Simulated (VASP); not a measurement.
# A VASP study of YB6 (r2SCAN + rVV10): structure first, properties next, part 7 of 9

What structure does YB6 take at this level, and what are its properties? The start is a cell from a database of measured crystal structures.

VASP 6.6.1; r2SCAN with rVV10; plane waves and PAW (Y_sv, B).

Still holding for the runs below: This run has no spin polarisation. Its electron count is odd, so without a moment it is a metal by construction.

So far. Step 7 (Zone-centre phonons (r2SCAN + rVV10)): The three acoustic modes lie within 1.3 cm⁻¹ of zero, and all others are real. By the characters of their eigenvectors the optical modes sort into (cm⁻¹) Raman active: T2g 708, Eg 1188, A1g 1357; infrared active: T1u 120, T1u 893; silent: T2u 518, T1g 572. With a centre of inversion no mode is active in both. Step 8 (Volume scan with r2SCAN + rVV10): The pressure here is 12.64 GPa.

The database entry behind the starting cell differs from later determinations by our own check (about 0.3 % long, ideal inner coordinate), so it need not match the best structure at ambient conditions.

**9. Volume scan with r2SCAN + rVV10 (run 2)**

INCAR reads:

```
SYSTEM = YB6
PREC = Accurate
ENCUT = 420
EDIFF = 1E-06
NELM = 100
ISMEAR = 0
SIGMA = 0.05
LREAL = .FALSE.
ALGO = Normal
METAGGA = R2SCAN
LUSE_VDW = .TRUE.
IVDW_NL = 2
BPARAM = 11.95
CPARAM = 0.0093
LASPH = .TRUE.
NBANDS = 21
LORBIT = 11
LWAVE = .FALSE.
LCHARG = .FALSE.
KPAR = 4
ISIF = 2
```

POSCAR reads:

```
YB6
1.0
    4.0322856844      0.0000000000      0.0000000000
    0.0000000000      4.0322856844      0.0000000000
    0.0000000000      0.0000000000      4.0322856844
Y B
1 6
Direct
    0.0000000000      0.0000000000      0.0000000000
    0.1988345400      0.5000000000      0.5000000000
    0.5000000000      0.1988345400      0.5000000000
    0.8011654600      0.5000000000      0.5000000000
    0.5000000000      0.8011654600      0.5000000000
    0.5000000000      0.5000000000      0.1988345400
    0.5000000000      0.5000000000      0.8011654600
```

KPOINTS reads:

```
Automatic mesh
0
Gamma
7 7 7
0 0 0
```

The projector-augmented-wave data sets are Y_sv and B (PBE family, release 64).

Started as:

```sh
$ mpirun -np 4 vasp_std
```

The program printed:

```text
[... set-up lines as in an earlier step ...]
 entering main loop
       N       E                     dE             d eps       ncg     rms          rms(c)
Total rVV10 correction in eV:      0.2846422    29.9215336
Total rVV10 correction in eV:      0.2846422    29.9215336
Total rVV10 correction in eV:      0.2846422    29.9215336
Total rVV10 correction in eV:      0.2846422    29.9215336
DAV:   1     0.545397069409E+02    0.54540E+02   -0.12872E+04   840   0.113E+03
DAV:   2    -0.761994597760E+02   -0.13074E+03   -0.12712E+03  1109   0.246E+02
DAV:   3    -0.804980135322E+02   -0.42986E+01   -0.42746E+01  1307   0.385E+01
DAV:   4    -0.805713912025E+02   -0.73378E-01   -0.73092E-01  1148   0.440E+00
DAV:   5    -0.805724133911E+02   -0.10222E-02   -0.10217E-02  1132   0.466E-01    0.167E+01
Total rVV10 correction in eV:      0.3153273    29.9215333
Total rVV10 correction in eV:      0.3153273    29.9215333
Total rVV10 correction in eV:      0.3153273    29.9215333
Total rVV10 correction in eV:      0.3153273    29.9215333
DAV:   6    -0.680293793483E+02    0.12543E+02   -0.10993E+01  1099   0.237E+01    0.135E+01
Total rVV10 correction in eV:      0.3419731    29.9215333
Total rVV10 correction in eV:      0.3419731    29.9215333
Total rVV10 correction in eV:      0.3419731    29.9215333
Total rVV10 correction in eV:      0.3419731    29.9215333
DAV:   7    -0.671498751738E+02    0.87950E+00   -0.70249E+00  1159   0.138E+01    0.114E+01
Total rVV10 correction in eV:      0.3374018    29.9215334
Total rVV10 correction in eV:      0.3374018    29.9215334
Total rVV10 correction in eV:      0.3374018    29.9215334
Total rVV10 correction in eV:      0.3374018    29.9215334
DAV:   8    -0.673595850247E+02   -0.20971E+00   -0.20703E+00  1024   0.762E+00    0.166E+00
Total rVV10 correction in eV:      0.3477704    29.9215334
Total rVV10 correction in eV:      0.3477704    29.9215334
Total rVV10 correction in eV:      0.3477704    29.9215334
Total rVV10 correction in eV:      0.3477704    29.9215334
DAV:   9    -0.671507701287E+02    0.20881E+00   -0.79135E-01  1041   0.461E+00    0.363E-01
Total rVV10 correction in eV:      0.3463401    29.9215334
Total rVV10 correction in eV:      0.3463401    29.9215334
Total rVV10 correction in eV:      0.3463401    29.9215334
Total rVV10 correction in eV:      0.3463401    29.9215334
DAV:  10    -0.671511371734E+02   -0.36704E-03   -0.43327E-02  1075   0.122E+00    0.729E-01
Total rVV10 correction in eV:      0.3461891    29.9215334
Total rVV10 correction in eV:      0.3461891    29.9215334
Total rVV10 correction in eV:      0.3461891    29.9215334
Total rVV10 correction in eV:      0.3461891    29.9215334
DAV:  11    -0.671512032005E+02   -0.66027E-04   -0.17244E-03  1113   0.239E-01    0.223E-01
Total rVV10 correction in eV:      0.3462139    29.9215334
Total rVV10 correction in eV:      0.3462139    29.9215334
Total rVV10 correction in eV:      0.3462139    29.9215334
Total rVV10 correction in eV:      0.3462139    29.9215334
DAV:  12    -0.671511476436E+02    0.55557E-04   -0.34681E-04  1121   0.109E-01    0.369E-02
Total rVV10 correction in eV:      0.3462432    29.9215334
Total rVV10 correction in eV:      0.3462432    29.9215334
Total rVV10 correction in eV:      0.3462432    29.9215334
Total rVV10 correction in eV:      0.3462432    29.9215334
DAV:  13    -0.671511470283E+02    0.61528E-06   -0.40821E-05  1131   0.415E-02    0.477E-03
Total rVV10 correction in eV:      0.3462567    29.9215334
Total rVV10 correction in eV:      0.3462567    29.9215334
Total rVV10 correction in eV:      0.3462567    29.9215334
Total rVV10 correction in eV:      0.3462567    29.9215334
DAV:  14    -0.671511466137E+02    0.41463E-06   -0.14613E-06   791   0.747E-03
Total rVV10 correction in eV:      0.3462663    29.9215334
Total rVV10 correction in eV:      0.3462663    29.9215334
Total rVV10 correction in eV:      0.3462663    29.9215334
Total rVV10 correction in eV:      0.3462663    29.9215334
Total rVV10 correction in eV:      0.3462649    29.9215334
Total rVV10 correction in eV:      0.3462649    29.9215334
Total rVV10 correction in eV:      0.3462649    29.9215334
Total rVV10 correction in eV:      0.3462649    29.9215334
   1 F= -.67151147E+02 E0= -.67148622E+02  d E =-.504861E-02
```

It took 89 s on 4 MPI ranks of AMD EPYC 7R43, shared host; peak memory 0.86 GiB; 5.8 min of CPU time.

OUTCAR, selected parts (step 9):

```text
   ENCUT  =  420.0 eV  30.87 Ry    5.56 a.u.   6.74  6.74  6.74*2*pi/ulx,y,z

   NELECT =      29.0000    total number of electrons

 E-fermi :   7.1502

 k-point     1 :       0.0000    0.0000    0.0000
  band No.  band energies     occupation
    ...
     10      -0.7419      2.00000
     11      -0.7419      2.00000
     12       4.8698      2.00000
     13       4.8698      2.00000
     14       4.8698      2.00000
     15       8.1312      0.00000
     16       8.1312      0.00000
     17       8.1312      0.00000
     18       8.2442      0.00000
     19       8.2442      0.00000
    ...

  Total        3.2914594      3.2914594      3.2914594      0.0000000      0.0000000     -0.0000000
  in kB       80.4350263     80.4350263     80.4350263      0.0000000      0.0000000     -0.0000000
  external PRESSURE =      80.4350263 kB  Pullay stress =       0.0000000 kB

 POSITION                                       TOTAL-FORCE (eV/Angst)
 -----------------------------------------------------------------------------------
      0.00000      0.00000      0.00000        -0.000000     -0.000000      0.000000
      0.80176      2.01614      2.01614        -0.165045      0.000000     -0.000000
      2.01614      0.80176      2.01614        -0.000000     -0.165045      0.000000
      3.23053      2.01614      2.01614         0.165045     -0.000000      0.000000
      2.01614      3.23053      2.01614        -0.000000      0.165045     -0.000000
      2.01614      2.01614      0.80176        -0.000000      0.000000     -0.165045
      2.01614      2.01614      3.23053        -0.000000     -0.000000      0.165045
 -----------------------------------------------------------------------------------
    total drift:                               -0.000000      0.000000      0.000000

  FREE ENERGIE OF THE ION-ELECTRON SYSTEM (eV)
  ---------------------------------------------------
  free  energy   TOTEN  =       -67.1511466137 eV

  energy  without entropy=      -67.1460980038  energy(sigma->0) =      -67.14862231

[... 4 parts as in an earlier step ...]

[... 12 further parts left out ...]
```

Numbers from this step:

| Property | Result |
| --- | --- |
| free energy (TOTEN) | -67.1511 eV |
| energy at zero smearing | -67.1486 eV |
| Fermi energy | 7.150 eV |
| pressure | 8.044 GPa |

Force by atom:

```
atom  x (eV/Å)  y (eV/Å)  z (eV/Å)   size
  Y1     0.000     0.000     0.000  0.000
  B2    -0.165     0.000     0.000  0.165
  B3     0.000    -0.165     0.000  0.165
  B4     0.165     0.000     0.000  0.165
  B5     0.000     0.165     0.000  0.165
  B6     0.000     0.000    -0.165  0.165
  B7     0.000     0.000     0.165  0.165
```

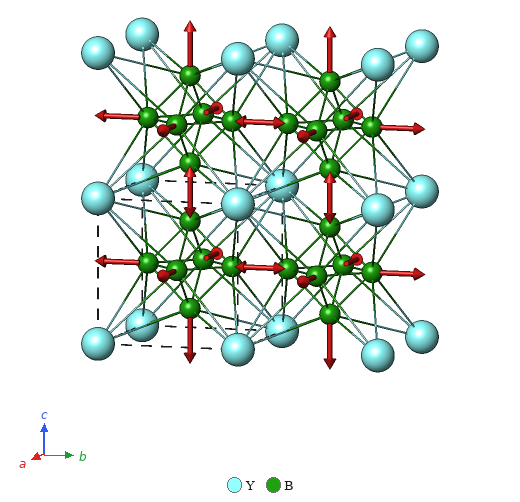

Force as arrows, the longest 0.165 eV/Å. 1×2×2 cells are drawn. Some periodic images of atoms are drawn too.

The pressure falls from 12.64 to 8.04 GPa.

**10. Volume scan with r2SCAN + rVV10 (run 3)**

INCAR is that of step 9.

POSCAR, as its differences from that of step 9:

```diff
@@ -2,5 +2,5 @@
 1.0
-    4.0322856844      0.0000000000      0.0000000000
-    0.0000000000      4.0322856844      0.0000000000
-    0.0000000000      0.0000000000      4.0322856844
+    4.0600954300      0.0000000000      0.0000000000
+    0.0000000000      4.0600954300      0.0000000000
+    0.0000000000      0.0000000000      4.0600954300
 Y B
```

KPOINTS is that of step 9.

Started as:

```sh
$ mpirun -np 4 vasp_std
```

The program printed:

```text
[... set-up lines as in an earlier step ...]
 entering main loop
       N       E                     dE             d eps       ncg     rms          rms(c)
Total rVV10 correction in eV:      0.2902961    29.9215336
Total rVV10 correction in eV:      0.2902961    29.9215336
Total rVV10 correction in eV:      0.2902961    29.9215336
Total rVV10 correction in eV:      0.2902961    29.9215336
DAV:   1     0.560769924804E+02    0.56077E+02   -0.12858E+04   840   0.112E+03
DAV:   2    -0.758284043724E+02   -0.13191E+03   -0.12700E+03  1084   0.246E+02
DAV:   3    -0.803123834682E+02   -0.44840E+01   -0.44438E+01  1280   0.395E+01
DAV:   4    -0.803973703954E+02   -0.84987E-01   -0.84471E-01  1185   0.482E+00
DAV:   5    -0.803992290280E+02   -0.18586E-02   -0.18584E-02  1160   0.581E-01    0.162E+01
Total rVV10 correction in eV:      0.3207227    29.9215333
Total rVV10 correction in eV:      0.3207227    29.9215333
Total rVV10 correction in eV:      0.3207227    29.9215333
Total rVV10 correction in eV:      0.3207227    29.9215333
[...]
Total rVV10 correction in eV:      0.3510165    29.9215333
DAV:  12    -0.672018818062E+02    0.55150E-04   -0.36699E-04  1095   0.109E-01    0.400E-02
Total rVV10 correction in eV:      0.3510521    29.9215333
Total rVV10 correction in eV:      0.3510521    29.9215333
Total rVV10 correction in eV:      0.3510521    29.9215333
Total rVV10 correction in eV:      0.3510521    29.9215333
DAV:  13    -0.672018802505E+02    0.15557E-05   -0.45076E-05  1139   0.434E-02    0.658E-03
Total rVV10 correction in eV:      0.3510611    29.9215333
Total rVV10 correction in eV:      0.3510611    29.9215333
Total rVV10 correction in eV:      0.3510611    29.9215333
Total rVV10 correction in eV:      0.3510611    29.9215333
DAV:  14    -0.672018799537E+02    0.29676E-06   -0.13772E-06   816   0.741E-03
Total rVV10 correction in eV:      0.3510689    29.9215333
Total rVV10 correction in eV:      0.3510689    29.9215333
Total rVV10 correction in eV:      0.3510689    29.9215333
Total rVV10 correction in eV:      0.3510689    29.9215333
Total rVV10 correction in eV:      0.3510686    29.9215333
Total rVV10 correction in eV:      0.3510686    29.9215333
Total rVV10 correction in eV:      0.3510686    29.9215333
Total rVV10 correction in eV:      0.3510686    29.9215333
   1 F= -.67201880E+02 E0= -.67199488E+02  d E =-.478479E-02
```

Elapsed: 91 s, on 4 MPI ranks; peak memory 0.85 GiB; 5.9 min of CPU time.

From OUTCAR (step 10):

```text
  Total        1.6073475      1.6073475      1.6073475     -0.0000000     -0.0000000     -0.0000000
  in kB       38.4779242     38.4779242     38.4779242     -0.0000000     -0.0000000     -0.0000000
  external PRESSURE =      38.4779242 kB  Pullay stress =       0.0000000 kB

 POSITION                                       TOTAL-FORCE (eV/Angst)
 -----------------------------------------------------------------------------------
      0.00000      0.00000      0.00000         0.000000      0.000000      0.000000
      0.80729      2.03005      2.03005        -0.079739      0.000000      0.000000
      2.03005      0.80729      2.03005         0.000000     -0.079739      0.000000
      3.25281      2.03005      2.03005         0.079739     -0.000000      0.000000
      2.03005      3.25281      2.03005         0.000000      0.079739      0.000000
      2.03005      2.03005      0.80729         0.000000      0.000000     -0.079739
      2.03005      2.03005      3.25281         0.000000     -0.000000      0.079739
 -----------------------------------------------------------------------------------
    total drift:                               -0.000000      0.000000      0.000000

  FREE ENERGIE OF THE ION-ELECTRON SYSTEM (eV)
  ---------------------------------------------------
  free  energy   TOTEN  =       -67.2018799537 eV

  energy  without entropy=      -67.1970951672  energy(sigma->0) =      -67.19948756

[... 1 part as in an earlier step ...]

[... 2 further parts left out ...]
[key lines of the parts left out:]
E-fermi :   6.9926
```

The pressure falls from 8.04 to 3.85 GPa.

The run ends at a pressure of 3.85 GPa, with forces up to 0.080 eV/Å.

**11. Volume scan with r2SCAN + rVV10 (run 4)**

INCAR is that of step 10.

POSCAR, as its differences from that of step 10:

```diff
@@ -2,5 +2,5 @@
 1.0
-    4.0600954300      0.0000000000      0.0000000000
-    0.0000000000      4.0600954300      0.0000000000
-    0.0000000000      0.0000000000      4.0600954300
+    4.0875293394      0.0000000000      0.0000000000
+    0.0000000000      4.0875293394      0.0000000000
+    0.0000000000      0.0000000000      4.0875293394
 Y B
```

KPOINTS is that of step 10.

Started as:

```sh
$ mpirun -np 4 vasp_std
```

The program printed:

```text
[... set-up lines as in an earlier step ...]
 entering main loop
       N       E                     dE             d eps       ncg     rms          rms(c)
Total rVV10 correction in eV:      0.2958684    29.9215336
Total rVV10 correction in eV:      0.2958684    29.9215336
Total rVV10 correction in eV:      0.2958684    29.9215336
Total rVV10 correction in eV:      0.2958684    29.9215336
[... 5 cycles as in an earlier step ...]
Total rVV10 correction in eV:      0.3260229    29.9215335
Total rVV10 correction in eV:      0.3260229    29.9215335
Total rVV10 correction in eV:      0.3260229    29.9215335
Total rVV10 correction in eV:      0.3260229    29.9215335
[... 1 cycle as in an earlier step ...]
Total rVV10 correction in eV:      0.3518920    29.9215335
Total rVV10 correction in eV:      0.3518920    29.9215335
Total rVV10 correction in eV:      0.3518920    29.9215335
Total rVV10 correction in eV:      0.3518920    29.9215335
[... 1 cycle as in an earlier step ...]
Total rVV10 correction in eV:      0.3475582    29.9215335
Total rVV10 correction in eV:      0.3475582    29.9215335
[...]
Total rVV10 correction in eV:      0.3557396    29.9215335
Total rVV10 correction in eV:      0.3557396    29.9215335
Total rVV10 correction in eV:      0.3557396    29.9215335
Total rVV10 correction in eV:      0.3557396    29.9215335
[... 1 cycle as in an earlier step ...]
Total rVV10 correction in eV:      0.3557588    29.9215335
Total rVV10 correction in eV:      0.3557588    29.9215335
Total rVV10 correction in eV:      0.3557588    29.9215335
Total rVV10 correction in eV:      0.3557588    29.9215335
[... 1 cycle as in an earlier step ...]
Total rVV10 correction in eV:      0.3557675    29.9215335
Total rVV10 correction in eV:      0.3557675    29.9215335
Total rVV10 correction in eV:      0.3557675    29.9215335
Total rVV10 correction in eV:      0.3557675    29.9215335
[... 1 cycle as in an earlier step ...]
Total rVV10 correction in eV:      0.3557722    29.9215335
Total rVV10 correction in eV:      0.3557722    29.9215335
Total rVV10 correction in eV:      0.3557722    29.9215335
Total rVV10 correction in eV:      0.3557722    29.9215335
Total rVV10 correction in eV:      0.3557732    29.9215335
Total rVV10 correction in eV:      0.3557732    29.9215335
Total rVV10 correction in eV:      0.3557732    29.9215335
Total rVV10 correction in eV:      0.3557732    29.9215335
   1 F= -.67218423E+02 E0= -.67216157E+02  d E =-.453257E-02
```

It took 83 s on 4 MPI ranks; peak memory 0.94 GiB.

From OUTCAR (step 11):

```text
[... 6 parts as in an earlier step ...]

[... 1 further part left out ...]
[key lines of the parts left out:]
E-fermi :   6.8396
```

The pressure falls from 3.85 to 0.01 GPa.

The run ends at a pressure of 0.01 GPa.

**12. Volume scan with r2SCAN + rVV10 (run 5)**

INCAR is that of step 11.

POSCAR, as its differences from that of step 11:

```diff
@@ -2,5 +2,5 @@
 1.0
-    4.0875293394      0.0000000000      0.0000000000
-    0.0000000000      4.0875293394      0.0000000000
-    0.0000000000      0.0000000000      4.0875293394
+    4.1145998590      0.0000000000      0.0000000000
+    0.0000000000      4.1145998590      0.0000000000
+    0.0000000000      0.0000000000      4.1145998590
 Y B
```

KPOINTS is that of step 11.

Started as:

```sh
$ mpirun -np 4 vasp_std
```

The program printed:

```text
[... set-up lines as in an earlier step ...]
 entering main loop
       N       E                     dE             d eps       ncg     rms          rms(c)
Total rVV10 correction in eV:      0.3013615    29.9215336
Total rVV10 correction in eV:      0.3013615    29.9215336
Total rVV10 correction in eV:      0.3013615    29.9215336
Total rVV10 correction in eV:      0.3013615    29.9215336
DAV:   1     0.542863605352E+02    0.54286E+02   -0.12719E+04   840   0.112E+03
DAV:   2    -0.754799621956E+02   -0.12977E+03   -0.12489E+03  1121   0.239E+02
DAV:   3    -0.799139678971E+02   -0.44340E+01   -0.43935E+01  1272   0.385E+01
DAV:   4    -0.799896967952E+02   -0.75729E-01   -0.75366E-01  1150   0.458E+00
DAV:   5    -0.799913245225E+02   -0.16277E-02   -0.16274E-02  1172   0.543E-01    0.152E+01
Total rVV10 correction in eV:      0.3312343    29.9215337
Total rVV10 correction in eV:      0.3312343    29.9215337
Total rVV10 correction in eV:      0.3312343    29.9215337
Total rVV10 correction in eV:      0.3312343    29.9215337
[...]
Total rVV10 correction in eV:      0.3603613    29.9215337
DAV:  12    -0.672036910028E+02    0.47620E-04   -0.30944E-04  1135   0.100E-01    0.282E-02
Total rVV10 correction in eV:      0.3603738    29.9215337
Total rVV10 correction in eV:      0.3603738    29.9215337
Total rVV10 correction in eV:      0.3603738    29.9215337
Total rVV10 correction in eV:      0.3603738    29.9215337
DAV:  13    -0.672036901214E+02    0.88141E-06   -0.33285E-05  1107   0.399E-02    0.127E-02
Total rVV10 correction in eV:      0.3603816    29.9215337
Total rVV10 correction in eV:      0.3603816    29.9215337
Total rVV10 correction in eV:      0.3603816    29.9215337
Total rVV10 correction in eV:      0.3603816    29.9215337
DAV:  14    -0.672036902775E+02   -0.15610E-06   -0.11445E-06   774   0.669E-03
Total rVV10 correction in eV:      0.3603798    29.9215337
Total rVV10 correction in eV:      0.3603798    29.9215337
Total rVV10 correction in eV:      0.3603798    29.9215337
Total rVV10 correction in eV:      0.3603798    29.9215337
Total rVV10 correction in eV:      0.3603842    29.9215337
Total rVV10 correction in eV:      0.3603842    29.9215337
Total rVV10 correction in eV:      0.3603842    29.9215337
Total rVV10 correction in eV:      0.3603842    29.9215337
   1 F= -.67203690E+02 E0= -.67201540E+02  d E =-.429988E-02
```

It took 73 s on 4 MPI ranks; peak memory 0.97 GiB; 4.8 min of CPU time.

From OUTCAR (step 12):

```text
  Total       -1.5166849     -1.5166849     -1.5166849      0.0000000     -0.0000000      0.0000000
  in kB      -34.8837458    -34.8837458    -34.8837458      0.0000000     -0.0000000      0.0000000
  external PRESSURE =     -34.8837458 kB  Pullay stress =       0.0000000 kB

 POSITION                                       TOTAL-FORCE (eV/Angst)
 -----------------------------------------------------------------------------------
      0.00000      0.00000      0.00000         0.000000     -0.000000     -0.000000
      0.81812      2.05730      2.05730         0.074696     -0.000000     -0.000000
      2.05730      0.81812      2.05730         0.000000      0.074696     -0.000000
      3.29648      2.05730      2.05730        -0.074696     -0.000000     -0.000000
      2.05730      3.29648      2.05730         0.000000     -0.074696     -0.000000
      2.05730      2.05730      0.81812         0.000000     -0.000000      0.074696
      2.05730      2.05730      3.29648         0.000000     -0.000000     -0.074696
 -----------------------------------------------------------------------------------
    total drift:                               -0.000000      0.000000      0.000000

  FREE ENERGIE OF THE ION-ELECTRON SYSTEM (eV)
  ---------------------------------------------------
  free  energy   TOTEN  =       -67.2036902775 eV

  energy  without entropy=      -67.1993904002  energy(sigma->0) =      -67.20154034

[... 1 part as in an earlier step ...]

[... 2 further parts left out ...]
[key lines of the parts left out:]
E-fermi :   6.6912
```

The pressure falls from 0.01 to -3.49 GPa.

The run ends at a pressure of -3.49 GPa, with forces up to 0.075 eV/Å.

(Part 7 of 9 ends here.)

[Lines on the potential files, build, host, timing and source positions are cut from VASP's logs without a mark.]

[Logs are printed without paths, hosts, clocks, repeated set-up lines and the standing remarks that a program may print on its own settings, such as how far it seeks lower states.]

[Hosts, paths, dates, database ids (printed as entryN), source tags and the programs' standing remarks are cut or masked in the printed files.]

[Measured values are set beside computed ones only where the two were judged alike; some that the calculation misses by far are left out.]
